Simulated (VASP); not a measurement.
Band structure of Ga4AsSb3 (ordered alloy cell). Computed with PBEsol GGA, VASP's PBE PAW potentials (set 64) (plane waves; VASP).

Unless said otherwise, spin-orbit coupling is left out, though it shifts the bands of the heavy elements here.

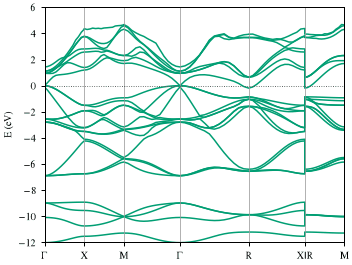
Fig. 1. Bands along high-symmetry lines, zero at the valence-band maximum or, without a gap, the Fermi level

**Question.** Read the plot: is there a gap, and where are the band edges?

**Answer.** It has no gap at this level: it comes out as a metal or semimetal. (Edges off the drawn lines would not show.)

The structure was generated: Ga4AsSb3 was put into an ordered model structure (P-43m), which need not be its known phase. It was relaxed first.
